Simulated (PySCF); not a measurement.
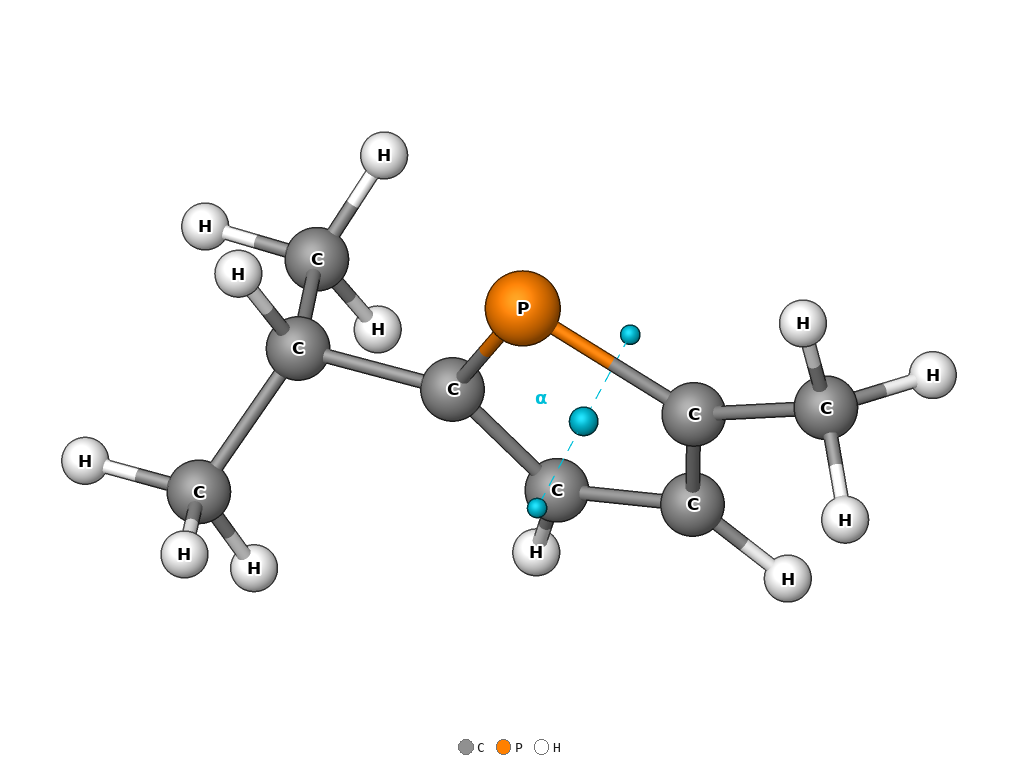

The small points mark where nucleus-independent chemical shifts (NICS) were computed: at the centre of each lettered ring and 1 Å above and below it. State: charge −1, singlet. Computed geometry: GFN2-xTB optimisation. No frequency run is at hand to confirm it as a minimum. Method: GIAO PBE0/pcSseg-1 NMR shielding, non-relativistic, gas phase (PySCF 2.14.0).

Give NICS(0), NICS(1) and the out-of-plane component NICS(1)zz for each ring (means of the two sides).

```
ring  members  NICS(0)  NICS(1)  NICS(1)zz
   α      C4P    −11.7    −10.4      −26.5
```

Values in ppm.

Question. What do the values say about the ring currents?

Answer. Ring α: diatropic, as in an aromatic ring. NICS is one index among several.

The geometry is semi-empirical. Around P such bond lengths and angles can be off by a tenth of an ångström or more and by several degrees, and values that hang on the shape move with them.
